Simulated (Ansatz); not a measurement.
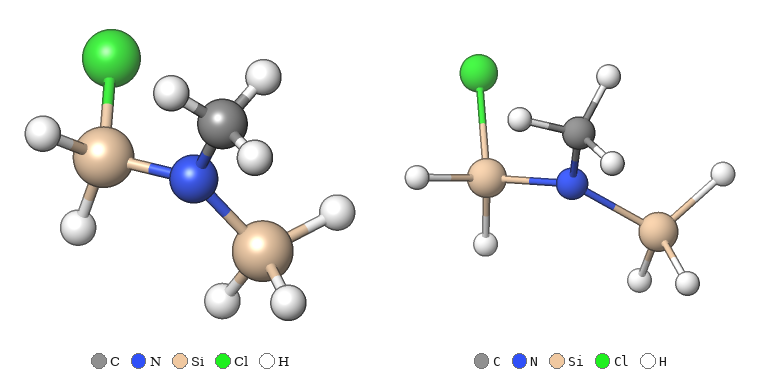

The same structure drawn twice, from different directions.

The geometry was computed by an optimisation with PBE0-D4/def2-TZVP.

**What is the molecular formula?**

CH8ClNSi2, 13 atoms: 1 carbon, 8 hydrogen, 1 chlorine, 1 nitrogen and 2 silicon.

**Name some functional groups or characteristic bonds that it holds.**

Among them: Si–H bond, Si–N bond.

**Does it have rings?**

It has no ring.

More results for the same structure follow; atom numbers are the same in all pictures, views and colours differ.

Symmetry

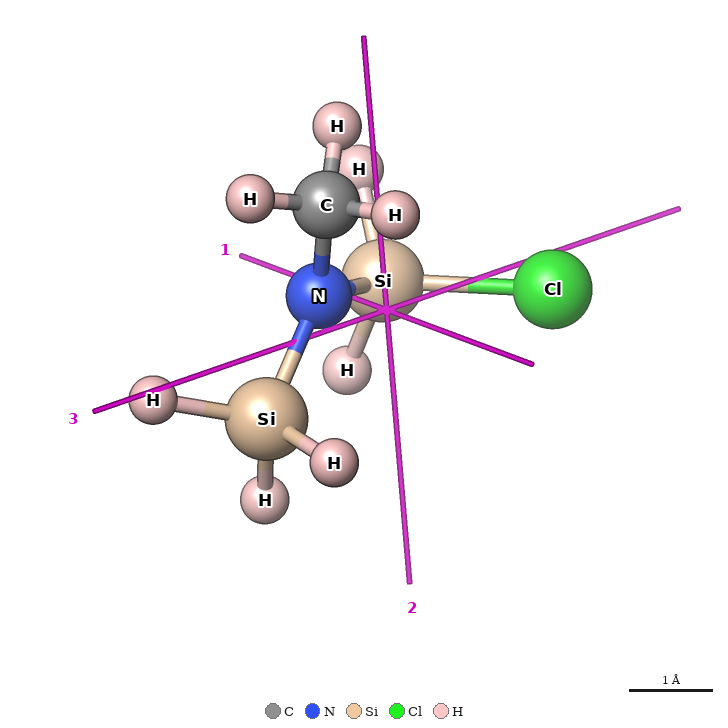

The three principal axes of inertia are drawn and numbered. Distant atoms are faded towards the background colour. Masses are those of the most abundant isotopes; constants are for the rigid equilibrium geometry.

**Which line is the a axis (least moment of inertia), which b and which c?**

a is line 3, b is line 2, c is line 1; the moments are 123, 391, 424 u Å².

**What kind of rotor is it, and what are its rotational constants in cm⁻¹?**

An asymmetric top (C1): A = 0.137, B = 0.0431, C = 0.0398 cm⁻¹. Ray's parameter κ is −0.93, close to the prolate limit.

Charges

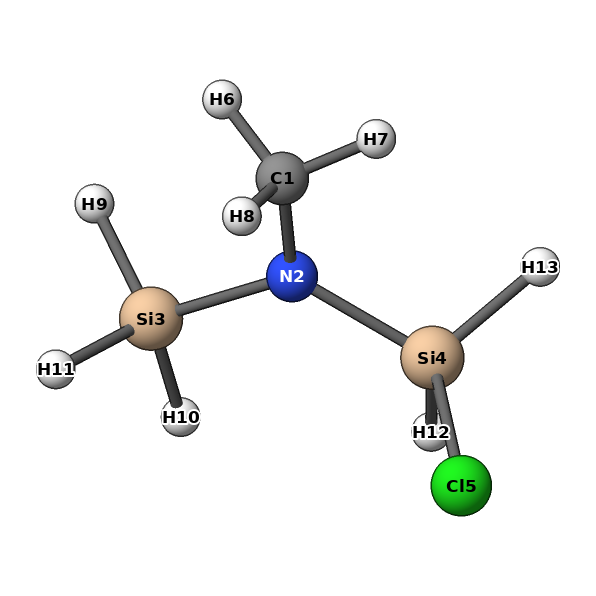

The questions are on Mulliken charges. Level of theory: RKS PBE0-D4/def2-TZVP (Ansatz 0.2.0).

Give the Mulliken charges atom by atom.

| atom | value (e) |
| --- | --- |
| C1 | −0.33 |
| N2 | −0.24 |
| Si3 | 0.18 |
| Si4 | 0.35 |
| Cl5 | −0.27 |
| H6 | 0.14 |
| H7 | 0.14 |
| H8 | 0.14 |
| H9 | −0.03 |
| H10 | −0.02 |
| H11 | −0.03 |
| H12 | −0.01 |
| H13 | −0.02 |

Electronic properties

Method: RKS PBE0-D4/def2-SVP (Ansatz 0.2.0).

Predict the main results.

- HOMO energy (Kohn–Sham orbital): −7.43 eV
- LUMO energy (Kohn–Sham orbital): 0.53 eV
- HOMO–LUMO gap: 7.97 eV
- dispersion correction: −29.4 kJ/mol

Dipole moment

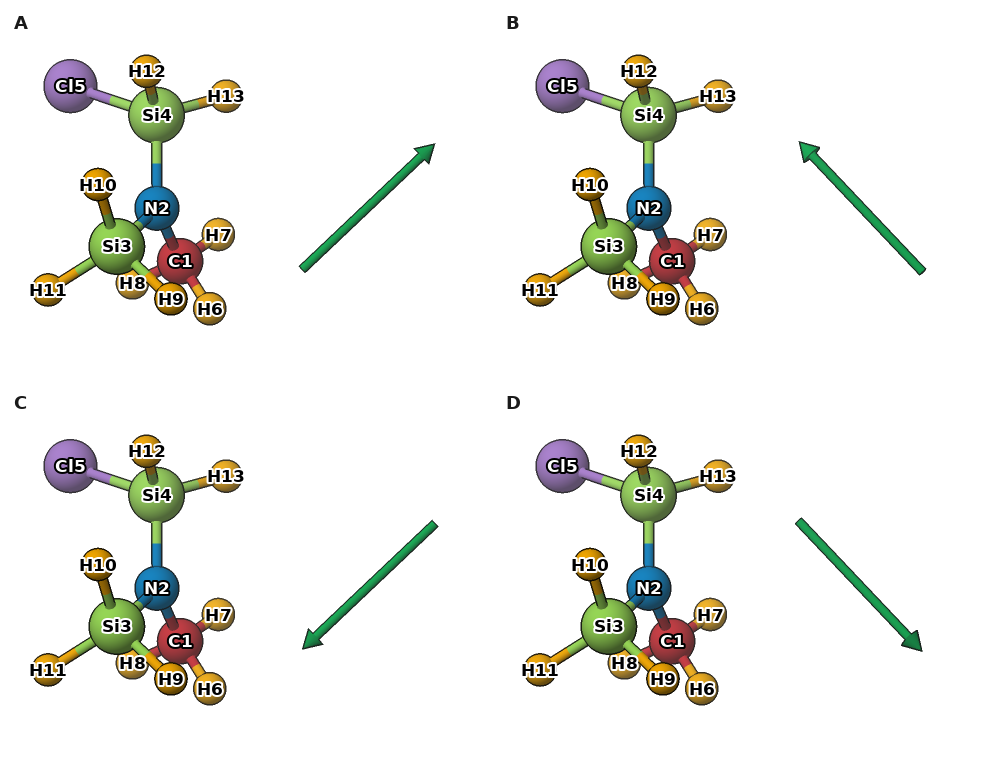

The same molecule four times, each with an arrow. Method: RKS PBE0-D4/def2-TZVP (Ansatz 0.2.0).

**Which arrow points along the dipole moment, from the negative to the positive end?**

D. The dipole moment is 1.80 D; it points from the side of Cl5 to the side of H6, H9 (the outermost atoms at the two ends).

Mulliken values depend strongly on the basis set and can even reverse the polarity of a bond.
